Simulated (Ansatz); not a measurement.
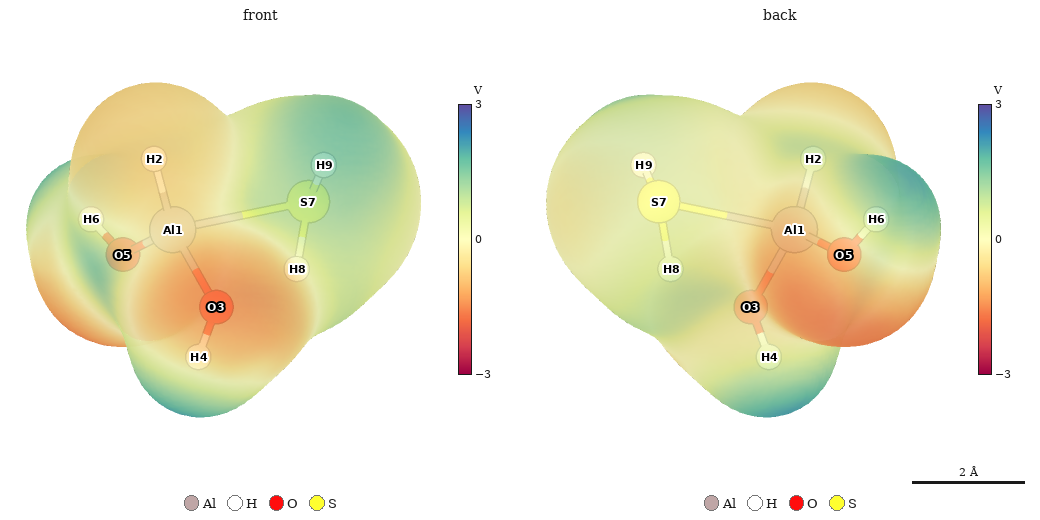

Figure 1: AlH5O2S. The molecular electrostatic potential painted on the density surface at 0.002 e/bohr³, seen from the front and from behind; the colour scale runs from red (negative) to blue (positive).

The calculation used RKS PBE-D4/def2-SVP (Ansatz 0.2.0).

Input file:

```
crystal:
  periodic: [false, false, false]
  atoms:
    - { symbol: Al, position_ang: [-0.042546, -0.400454, 0.124066] }
    - { symbol: H, position_ang: [-0.282253, -0.400239, 1.67644] }
    - { symbol: O, position_ang: [1.601511, -0.376647, -0.367706] }
    - { symbol: H, position_ang: [1.843079, -0.391942, -1.307079] }
    - { symbol: O, position_ang: [-1.273157, -0.561296, -1.066032] }
    - { symbol: H, position_ang: [-2.216563, -0.583889, -0.842926] }
    - { symbol: S, position_ang: [-0.092551, 2.73595, 1.56594] }
    - { symbol: H, position_ang: [1.262745, 2.621242, 1.448087] }
    - { symbol: H, position_ang: [-0.181765, 1.429774, 2.03221] }
basis:
  gaussian: { orbitals: def2-SVP }
hamiltonian:
  xc: pbe
  dispersion: d4
relax:
  f_tol: 0.03
  max_steps: 50
output:
  orbitals: {}
```

Run with:

```sh
ansatz run input.yaml --threads 2 --pin off --max-ram 3072MiB --backend cpu --events-out ev --progress --plain --runs-dir out
```

The fields are those of the relaxed geometry.

Where is the surface potential most negative and most positive?

The most negative region (about −1.6 V, or −37 kcal/mol for a unit charge) lies over O5, the most positive (about +2.0 V, or +46 kcal/mol for a unit charge) over H4 and H6. O5 is the likeliest acceptor of a hydrogen bond.
